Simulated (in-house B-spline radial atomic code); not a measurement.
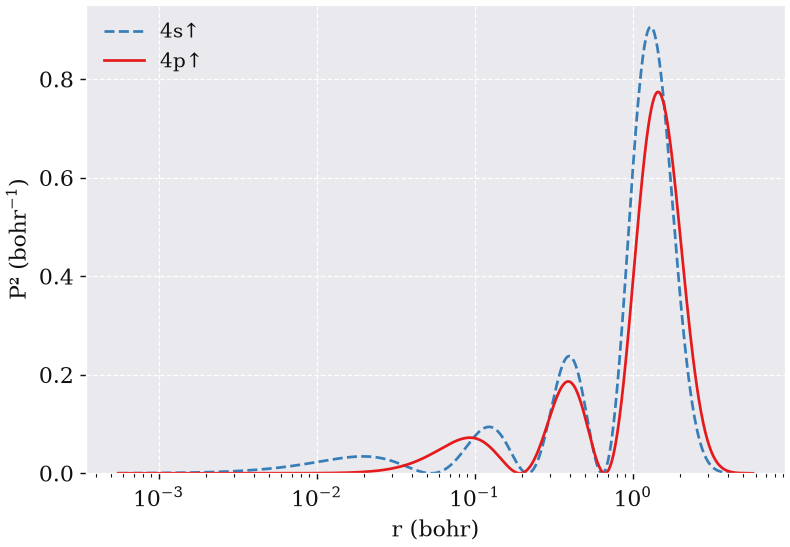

System: the Kr³⁺ ion, configuration [Ar] 3d10 4s2 4p3 (high spin). Computed with an in-house B-spline radial code: scalar-relativistic (spin-free one-electron X2C) AM05, spin-polarised, spherical fractional occupations, Fermi nucleus, basis-set limit. Radial functions and radii carry no picture-change correction.

```
Z = 36
electrons = 33.0
configuration = [Ar] 3d10 4s2 4p3
hamiltonian = x2c
method = am05
spin_polarised = True
nucleus = fermi
rms_radius = 4.1884
mass_number = 84
atomic_mass = 83.91149772708
speed_of_light = 137.035999084
```

The plot shows the radial probability densities P² of 4p up and 4s up.

Question: Read the plot.

Answer: 4s up: outer maximum at 1.30 bohr, ⟨r⟩ = 1.46 bohr, 3 nodes, eigenvalue −60.4 eV; 4p up: outer maximum at 1.45 bohr, ⟨r⟩ = 1.65 bohr, 2 nodes, eigenvalue −44.7 eV.
